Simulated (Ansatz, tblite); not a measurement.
# GeH2MeCl (CH₅ClGe): spin-state energies by level

Is the singlet the ground state of GeH2MeCl (CH₅ClGe)? Other spin states are computed and compared level by level.

Method: as each input shows; program: Ansatz 0.2.0, Gaussian basis.

The runs, in order: triplet, at the geometry of the singlet (GFN1-xTB, GFN2-xTB, PBE0-D4/def2-TZVP, PBE-D4/def2-TZVP, r2SCAN-D4/def2-TZVP); the singlet's energies come from earlier runs.

## Step 1: The geometry

The geometry is that of the singlet, from an earlier relaxation (B3LYP-D4/def2-TZVP).

8 atoms, charge 0, spin multiplicity 1.

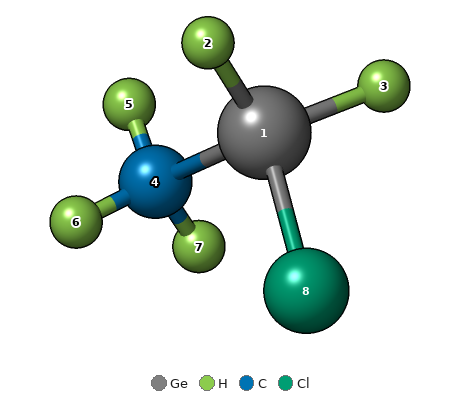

The geometry (germanium grey, hydrogen green, carbon blue, chlorine teal); atoms are numbered from 1 in the order of the file.

## Step 2: Triplet at the fixed geometry, GFN1-xTB

Tight binding, by tblite at 300 K electronic temperature and without a spin-polarisation term:

```python
tblite.interface.Calculator('GFN1-xTB', numbers, positions, charge=0, uhf=2).singlepoint()
```

Energy -285.9279 eV; 0.025 s.

## Step 3: Triplet at the fixed geometry, GFN2-xTB

Tight binding, by tblite at 300 K electronic temperature and without a spin-polarisation term:

```python
tblite.interface.Calculator('GFN2-xTB', numbers, positions, charge=0, uhf=2).singlepoint()
```

Energy -297.6256 eV; 0.013 s.

## Step 4: Triplet at the fixed geometry, PBE0-D4/def2-TZVP

in.yaml reads:

```yaml
crystal:
  periodic: [false, false, false]
  atoms:
    - {symbol: Ge, position_ang: [0.495708, -0.646446, 0.356531]}
    - {symbol: H, position_ang: [0.467985, -0.733743, 1.891396]}
    - {symbol: H, position_ang: [1.935997, -0.749295, -0.171702]}
    - {symbol: C, position_ang: [-0.453381, 0.916425, -0.329155]}
    - {symbol: H, position_ang: [0.013788, 1.827543, 0.047002]}
    - {symbol: H, position_ang: [-1.492239, 0.887091, -0.003911]}
    - {symbol: H, position_ang: [-0.420075, 0.920643, -1.417594]}
    - {symbol: Cl, position_ang: [-0.547782, -2.422208, -0.372567]}
basis:
  gaussian: {orbitals: def2-TZVP}
magnetization: {spin_polarized: true, initial_magnetization: 2}
hamiltonian: {xc: pbe0, dispersion: d4}
scf: {omitted_lower_state_checks: [starts]}
output: {orbitals: {seedname: orbitals}}
```

On the command line:

```sh
$ ansatz run in.yaml --threads 4 --pin off --events-out ev --progress --plain --max-ram 3916MiB
```

What it wrote:

```text
Functional definition: PBE0
  name "PBE0"
  cite "Adamo & Barone, J. Chem. Phys. 110, 6158 (1999) doi:10.1063/1.478522"
  cite "Perdew, Burke & Ernzerhof, Phys. Rev. Lett. 77, 3865 (1996) doi:10.1103/PhysRevLett.77.3865"
  parent pbe
  parameter a = 0.25
  parameter kappa = 0.804
  parameter beta = 0.06672455060314922
  exchange = (1 - a)*pbe_x(kappa = kappa, mu = beta*pi^2/3) + a*exact_x
  correlation = pbe_c(beta = beta)
these checks for a lower state are left out or cut short: starts
1069 factors; their error is unknown
mean field evaluation 1: about -70135.1630 eV, gradient 3.8e1 eV
mean field evaluation 2: about -70121.9212 eV, gradient 5.5e1 eV
mean field evaluation 4: about -70141.7560 eV, gradient 6.5e0 eV
mean field evaluation 8: about -70142.0066 eV, gradient 1.5e-1 eV
mean field evaluation 16: about -70142.3095 eV, gradient 4.8e-3 eV
mean field evaluation 32: about -70142.3273 eV, gradient 3.5e-1 eV
mean field -70142.32881958 eV, -2577.6830399416 hartree, gradient 8.5e-6 eV, S^2 2.005855; 0 other end points of the search recorded, 0 dependent functions left out
reference -70142.32884821 eV, -2577.6830409937 hartree; 31, 29 occupied and 115, 117 virtual orbitals, 1069 factors
Total energy: -70142.45149134 eV, -2577.6875480455 hartree
Checks for a lower state left out: starts
```

It took 35 s on 4 threads of Intel Xeon at 2.50GHz, shared host; peak memory 0.68 GiB.

Report: HOMO -2.09 eV, LUMO -6.76 eV (over both spins; with the spin held, an empty level of the minority spin lies below the top filled one); ⟨S²⟩ 2.006 (pure: 2.00).

## Step 5: Triplet at the fixed geometry, PBE-D4/def2-TZVP

start.molden holds the orbitals of an earlier run on this state, given as this run's starting guess.

in.yaml, as its differences from that of step 4:

```diff
@@ -12,5 +12,5 @@
 basis:
-  gaussian: {orbitals: def2-TZVP}
+  gaussian: {orbitals: def2-TZVP, initial_orbitals: start.molden}
 magnetization: {spin_polarized: true, initial_magnetization: 2}
-hamiltonian: {xc: pbe0, dispersion: d4}
+hamiltonian: {xc: pbe, dispersion: d4}
 scf: {omitted_lower_state_checks: [starts]}
```

Launched as before.

What it wrote:

```text
Functional definition: PBE
  name "PBE"
  cite "Perdew, Burke & Ernzerhof, Phys. Rev. Lett. 77, 3865 (1996) doi:10.1103/PhysRevLett.77.3865"
  parent pbe
  parameter kappa = 0.804
  parameter beta = 0.06672455060314922
  exchange = pbe_x(kappa = kappa, mu = beta*pi^2/3)
  correlation = pbe_c(beta = beta)
these checks for a lower state are left out or cut short: starts
1014 factors; their error is unknown
mean field evaluation 1: about -70139.7913 eV, gradient 8.5e0 eV
mean field evaluation 2: about -70139.9076 eV, gradient 2.2e-1 eV
mean field evaluation 4: about -70139.8874 eV, gradient 1.0e-2 eV
mean field evaluation 8: about -70139.8874 eV, gradient 2.0e-5 eV
mean field evaluation 16: about -70139.8874 eV, gradient 1.6e-6 eV
mean field -70139.88738891 eV, -2577.5933190192 hartree, gradient 1.6e-6 eV, S^2 2.002249; 0 other end points of the search recorded, 0 dependent functions left out
reference -70139.88742665 eV, -2577.5933204061 hartree; 31, 29 occupied and 115, 117 virtual orbitals, 1014 factors
Total energy: -70140.03254398 eV, -2577.5986533697 hartree
Checks for a lower state left out: starts
```

Wall time 16 s (4 threads of Intel Xeon at 2.50GHz, shared host).

From the report: HOMO -1.27 eV, LUMO -7.41 eV (over both spins; with the spin held, an empty level of the minority spin lies below the top filled one); ⟨S²⟩ 2.002 (pure: 2.00).

## Step 6: Triplet at the fixed geometry, r2SCAN-D4/def2-TZVP

in.yaml, as its differences from that of step 5:

```diff
@@ -14,3 +14,3 @@
 magnetization: {spin_polarized: true, initial_magnetization: 2}
-hamiltonian: {xc: pbe, dispersion: d4}
+hamiltonian: {xc: r2scan, dispersion: d4}
 scf: {omitted_lower_state_checks: [starts]}
```

The command is unchanged.

What it wrote, cut to the lines that bear on the results:

```text
Functional definition: r2SCAN
  name "r2SCAN"
  cite "Furness, Kaplan, Ning, Perdew & Sun, J. Phys. Chem. Lett. 11, 8208 (2020) doi:10.1021/acs.jpclett.0c02405"
  cite "Furness, Kaplan, Ning, Perdew & Sun, J. Phys. Chem. Lett. 11, 9248 (2020) doi:10.1021/acs.jpclett.0c03077"
  parent r2scan
[...]
1014 factors; their error is unknown
[...]
mean field -70153.34264747 eV, -2578.0877906508 hartree, gradient 9.6e-6 eV, S^2 2.006086; 0 other end points of the search recorded, 0 dependent functions left out
reference -70153.34266004 eV, -2578.0877911130 hartree; 31, 29 occupied and 115, 117 virtual orbitals, 1014 factors
Total energy: -70153.37668992 eV, -2578.0890416880 hartree
Checks for a lower state left out: starts
```

Wall time 32 s (4 threads of Intel Xeon at 2.50GHz, shared host).

From the report: HOMO -1.42 eV, LUMO -7.43 eV (over both spins; with the spin held, an empty level of the minority spin lies below the top filled one); ⟨S²⟩ 2.006 (pure: 2.00).

## Step 7: Triplet less singlet, vertical

The singlet's energies are those of its earlier runs, whose logs aren't repeated here.

```
              level  triplet less singlet, vertical (eV)     time
           GFN1-xTB                               +7.372  0.038 s
           GFN2-xTB                               +7.240  0.021 s
   PBE-D4/def2-TZVP                               +6.211     19 s
r2SCAN-D4/def2-TZVP                               +6.455     37 s
  PBE0-D4/def2-TZVP                               +6.608     39 s
```

Times add the two runs; a level without a time comes out of a correlated run. Tight binding without a spin term can't rank spin states.

## Step 8: Results

| quantity | value |
| --- | --- |
| triplet less singlet, vertical, functionals in def2-TZVP | +6.211 (PBE-D4) to +6.608 eV (PBE0-D4) |

What this shows: All functionals put the triplet above the singlet, over a spread of 0.397 eV. The checks for a lower triplet were left out, so another state of that spin may lie lower. These are electronic energies, without zero-point motion, entropy or surroundings.
